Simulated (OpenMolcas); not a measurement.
# AlSbH3F (SMILES [F][AlH][SbH2]), step by step

Aim: a series of 10 runs (HF/ANO-RCC-VDZP, CASSCF(4,5)/ANO-RCC-VDZP, CASPT2[IPEA 0.15](4,5)/ANO-RCC-VDZP, RASPT2(4,9)/ANO-RCC-VDZP, MC-PDFT[tOPBE](4,5)/ANO-RCC-VDZP, PC-NEVPT2(4,5)/ANO-RCC-VDZP, PC-NEVPT2(3,5)/ANO-RCC-VDZP, CASPT2(4,5)/ANO-RCC-VDZP, and more) of AlFH3Sb. 

The calculation is run with OpenMolcas 26.06.

1 further run of the same task is left out (set aside as unsound or not needed).

## 1. The system as given

AlSbH3F: 6 atoms, total charge 0, spin state singlet. As SMILES, `[F][AlH][SbH2]`. The coordinates come from a PBE0-D4/def2-TZVP relaxation. This is one conformer, not always the lowest.

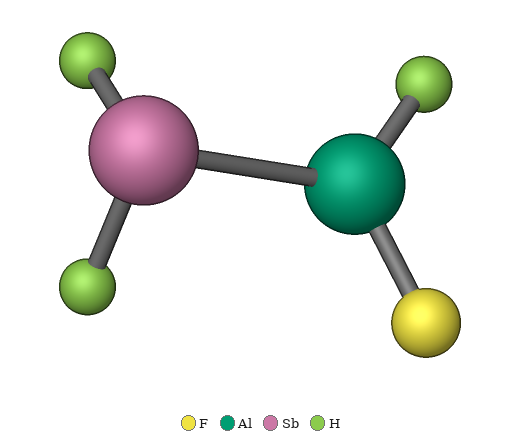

The structure, seen from a chosen angle (fluorine yellow, aluminium teal, antimony pink, hydrogen green).

## 2. A single-point energy at HF/ANO-RCC-VDZP (DKH2, RICD fitting) (run 1)

Contents of input.xyz:

```xyz
6

F     -1.114600    -1.632400     1.262300
Al    -0.336100    -1.039300    -0.069800
Sb     1.279900     1.003700     0.334800
H     -0.594800    -1.800700    -1.431700
H      0.842100     1.592000    -1.209900
H     -0.034400     1.812900     1.068100
```

Contents of step1.inp:

```
&GATEWAY
  COORD=input.xyz
  BASIS=ANO-RCC-VDZP
  GROUP=NoSym
  RICD

&SEWARD

&SCF
  PRORBITALS=1 1
```

Run with:

```bash
export MOLCAS_MEM=1860
pymolcas step1.inp > step1.log
```

Log:

```text
--- Start Module: gateway ---
[...]
--- Stop Module: gateway /rc=_RC_ALL_IS_WELL_ ---
[...]
--- Start Module: seward ---
[...]
      Basis functions           90
--- Stop Module: seward /rc=_RC_ALL_IS_WELL_ ---
[...]
--- Start Module: scf ---
[...]
       Convergence after  11 Iterations
[...]
::    Total SCF energy                              -6820.2115971881
[...]
      Total spin, S                                     0.0000000000
[...]
      Total electronic charge=   76.000000
      Total            charge=   -0.000000
[...]
      Dipole Moment (debye):
      Origin of the operator (angstrom)=    0.7340    0.3762    0.3590
                   X=  1.0379E+00               Y=  6.5805E-01               Z= -1.4168E+00           Total=  1.8755E+00
      Quadrupole Moment (debye*angstrom):
[...]
--- Stop Module: scf /rc=_RC_ALL_IS_WELL_ ---
[...]
```

Wall time 23 s (1 thread of Intel Xeon Platinum 8259CL at 2.50GHz (Skylake/Cascade Lake), shared host); peak memory 0.37 GiB.

## 3. The vertical excitations at CASSCF(4,5)/ANO-RCC-VDZP (DKH2, RICD fitting, 3 states averaged) (run 2)

input.xyz is that of step 2.

Contents of step2.inp:

```
* AlFH3Sb CASSCF
>>> EXPORT MOLCAS_PRINT=2

&GATEWAY
  COORD=input.xyz
  BASIS=ANO-RCC-VDZP
  GROUP=NoSym
  RICD

&SEWARD

&RASSCF
  FILEORB=$CurrDir/step1.ScfOrb
  SPIN=1
  NACTEL=4 0 0
  INACTIVE=36
  RAS2=5
  CIROOT=3 3 1
  ORBLISTING=Nothing
  ORBAPPEAR=Compact
```

Run with:

```bash
export MOLCAS_MEM=1860
pymolcas step2.inp > step2.log
```

Log:

```text
--- Start Module: gateway ---
[...]
--- Stop Module: gateway /rc=_RC_ALL_IS_WELL_ ---
[...]
--- Start Module: seward ---
[...]
      Basis functions           90
--- Stop Module: seward /rc=_RC_ALL_IS_WELL_ ---
[...]
--- Start Module: rasscf ---
[...]
      Number of active orbitals                  5
[...]
      Spin quantum number                      0.0
[...]
      Active orbitals                            5
[...]
      Number of CSFs                            50
[...]
      Number of root(s) required                 3
[...]
      Convergence after 28 iterations
[...]
      printout of CI-coefficients larger than  0.05 for root  1
      energy=   -6820.223810
      conf/sym  11111     Coeff  Weight
             1  22000  -0.98447 0.96919
             3  2u0d0   0.08694 0.00756
            10  20020   0.09462 0.00895
            25  02002   0.05188 0.00269
[...]
      Natural orbitals and occupation numbers for root  1
      sym 1:   1.985942   1.971033   0.004477   0.029586   0.008961
      Natural orbitals and occupation numbers for root  2
      sym 1:   1.977924   1.083492   0.912187   0.015733   0.010664
      Natural orbitals and occupation numbers for root  3
      sym 1:   1.967929   1.007721   0.008028   0.033240   0.983083
      ************************************************************************************************************************
      *                                                    Final results                                                     *
[...]
::    RASSCF root number  1 Total energy:  -6820.22381043
::    RASSCF root number  2 Total energy:  -6820.03387099
::    RASSCF root number  3 Total energy:  -6820.00255510
[...]
      Total electronic charge=   76.000000
      Total            charge=   -0.000000
[...]
      Dipole Moment (debye):
      Origin of the operator (angstrom)=    0.7340    0.3762    0.3590
                   X=  1.1168E+00               Y= -9.3457E-02               Z= -1.3475E+00           Total=  1.7526E+00
      Quadrupole Moment (debye*angstrom):
[...]
--- Stop Module: rasscf /rc=_RC_ALL_IS_WELL_ ---
[...]
```

Run time: 35 s. Hardware: 1 thread of Intel Xeon Platinum 8259CL at 2.50GHz (Skylake/Cascade Lake), shared host; peak memory 0.37 GiB.

The roots found:

```
excited state  energy (eV)
            1        5.169
            2        6.021
```

Runs 3 to 9 aren't shown in full; the table further down has their settings and results.

## 4. The distorted shape: a single-point energy at CASPT2[IPEA 0](4,5)/ANO-RCC-VDZP (DKH2, RICD fitting, ipea shift 0 Eh, pt2 variant SS, real shift 0.1 Eh) (run 10)

Contents of step10.inp:

```
* AlFH3Sb CASPT2

&gateway
 coord
 6
 angstrom
 F       -1.173010      -1.623758       1.342095
 Al      -0.443628      -1.121106      -0.032632
 Sb       1.278366       0.854627       0.278795
 H       -0.440405      -1.790562      -1.392531
 H        0.740929       1.652698      -1.027705
 H       -0.101756       1.835102       1.170517
 basis=ANO-RCC-VDZP
 group=NoSym
 ricd

&seward

&rasscf
 fileorb=$CurrDir/step2.RasOrb
 spin=1
 nactel=4 0 0
 inactive=36
 ras2=5
 orblisting=Nothing
 orbappear=Compact

&caspt2
 ipea=0
 shift=0.1
```

Run with:

```bash
export MOLCAS_MEM=1860
pymolcas step10.inp > step10.log
```

Log:

```text
--- Start Module: gateway ---
[...]
--- Stop Module: gateway /rc=_RC_ALL_IS_WELL_ ---
[...]
      Basis functions           90
[...]
--- Start Module: rasscf ---
[...]
      Number of active orbitals                  5
[...]
      Spin quantum number                      0.0
[...]
      Active orbitals                            5
[...]
      Number of CSFs                            50
[...]
      Number of root(s) required                 1
[...]
      Convergence after 26 iterations
[...]
      printout of CI-coefficients larger than  0.05 for root  1
      energy=   -6820.230723
      conf/sym  11111     Coeff  Weight
             1  22000  -0.97610 0.95277
            10  20020   0.09209 0.00848
            12  200ud   0.05773 0.00333
            25  02002   0.15355 0.02358
            27  uud0d   0.05202 0.00271
      Natural orbitals and occupation numbers for root  1
      sym 1:   1.939657   1.964843   0.009548   0.026645   0.059308
      ************************************************************************************************************************
      *                                                    Final results                                                     *
[...]
::    RASSCF root number  1 Total energy:  -6820.23072312
[...]
      Total electronic charge=   76.000000
      Total            charge=   -0.000000
[...]
      Dipole Moment (debye):
      Origin of the operator (angstrom)=    0.7092    0.2586    0.3359
                   X=  5.1846E-01               Y= -5.1307E-02               Z= -1.8347E+00           Total=  1.9072E+00
      Quadrupole Moment (debye*angstrom):
[...]
--- Stop Module: rasscf /rc=_RC_ALL_IS_WELL_ ---
[...]
--- Start Module: caspt2 ---
[...]
      E2 (Variational):          -0.7093834448
      Total energy:           -6820.9401065607
[...]
      Reference weight:           0.86217
[...]
::    CASPT2 Root  1     Total energy:  -6820.94010656
[...]
--- Stop Module: caspt2 /rc=_RC_ALL_IS_WELL_ ---
[...]
```

Run time: 37 s. Hardware: 1 thread of Intel Xeon Platinum 8259CL at 2.50GHz (Skylake/Cascade Lake), shared host; peak memory 0.37 GiB.

## 5. Overview of the runs

```
run                                                                                                                               level        task      active rule  partner    energy (Eh)  wall time
  1                                                                                                HF/ANO-RCC-VDZP (DKH2, RICD fitting)      energy                –     base   -6820.211597       23 s
  2                                                                    CASSCF(4,5)/ANO-RCC-VDZP (DKH2, RICD fitting, 3 states averaged)     excited  frontier window     base   -6820.223810       35 s
  3  CASPT2[IPEA 0.15](4,5)/ANO-RCC-VDZP (DKH2, RICD fitting, ipea shift 0.15 Eh, pt2 variant MS, real shift 0.2 Eh, 3 states averaged)     excited  frontier window     base   -6820.950794       33 s
  4                                RASPT2(4,9)/ANO-RCC-VDZP (DKH2, RICD fitting, ipea shift 0.25 Eh, pt2 variant SS, 3 states averaged)     excited  frontier window     base  not converged    1.9 min
  5                                                            CASSCF(4,5)/ANO-RCC-VDZP (DKH2, RICD fitting, root 3, 3 states averaged)    gradient  frontier window     base   -6820.002554       50 s
  6                                                            MC-PDFT[tOPBE](4,5)/ANO-RCC-VDZP (DKH2, RICD fitting, 3 states averaged)     excited  frontier window     base   -6826.073408       39 s
  7                                       PC-NEVPT2(4,5)/ANO-RCC-VDZP (DKH2, RICD fitting, pt2 variant QD-PC-NEVPT2, 3 states averaged)     excited  frontier window     base   -6820.954984       30 s
  8                                                             PC-NEVPT2(3,5)/ANO-RCC-VDZP (DKH2, RICD fitting, pt2 variant PC-NEVPT2)      energy  frontier window   cation   -6820.607582       33 s
  9         CASPT2(4,5)/ANO-RCC-VDZP (DKH2, RICD fitting, ipea shift 0.25 Eh, pt2 variant SS, 3 states averaged, second multiplicity 3)  spin-orbit  frontier window     base   -6820.952567       52 s
 10                           CASPT2[IPEA 0](4,5)/ANO-RCC-VDZP (DKH2, RICD fitting, ipea shift 0 Eh, pt2 variant SS, real shift 0.1 Eh)      energy  frontier window  rattled   -6820.940107       37 s
```

## 6. Results

| quantity | value |
| --- | --- |
| distorted shape: total energy | -6820.94011 Eh |
| distorted shape: dipole moment (CASSCF density) | 1.91 D |

All runs together took 7.5 min, the longest 1.9 min. 1 of the 10 runs did not end normally.
